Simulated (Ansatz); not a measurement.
System: AlClH$_{2}$···PH$_{3}$.

Input file:

```
crystal:
  periodic: [false, false, false]
  atoms:
    - { symbol: Al, position_ang: [0.03041, 0.092995, 0.098152] }
    - { symbol: Cl, position_ang: [-0.130391, 0.609838, 2.232238] }
    - { symbol: H, position_ang: [1.480052, 0.110473, -0.544187] }
    - { symbol: H, position_ang: [-1.328138, -0.092251, -0.700329] }
    - { symbol: P, position_ang: [0.211011, -3.201381, 1.193249] }
    - { symbol: H, position_ang: [-0.706499, -2.871061, 0.130581] }
    - { symbol: H, position_ang: [1.361285, -2.781137, 0.432655] }
    - { symbol: H, position_ang: [0.05127, -1.928476, 1.829541] }
basis:
  gaussian: { orbitals: def2-SVP }
hamiltonian:
  xc: pbe
relax:
  f_tol: 0.03
  max_steps: 50
output:
  orbitals: {}
```

Launched as:

```sh
ansatz run input.yaml --threads 1 --pin off --max-ram 2048MiB --backend cpu --events-out ev --progress --plain --runs-dir out
```

The fields are those of the run's last geometry, not of the input's.

Method: RKS PBE/def2-SVP in Ansatz.

Question: What can the converged electron density and electron localisation function tell about the bonding?

Answer: Al–Cl (2.14 Å): the density is about 0.65 e/Å³ at the midpoint; the ELF peaks at about 0.85 in the valence shell of Cl, 0.9 Å from its nucleus, and is about 0.80 at the midpoint.
Al–H (1.59 Å): ρ at the midpoint is about 0.54 e/Å³; the ELF climbs to about 1 towards the hydrogen.

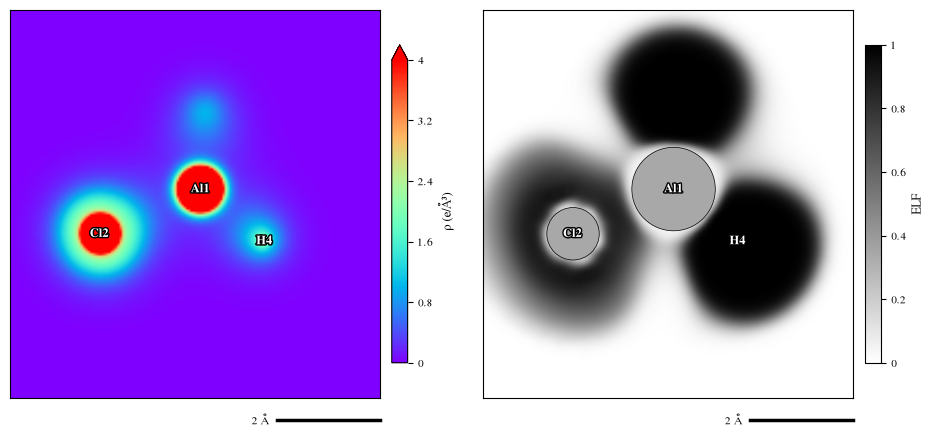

Computed electron density and electron localisation function on the plane of atoms Cl2, Al1 and H4, in this order. Grey discs cover the atomic cores in the ELF map. 
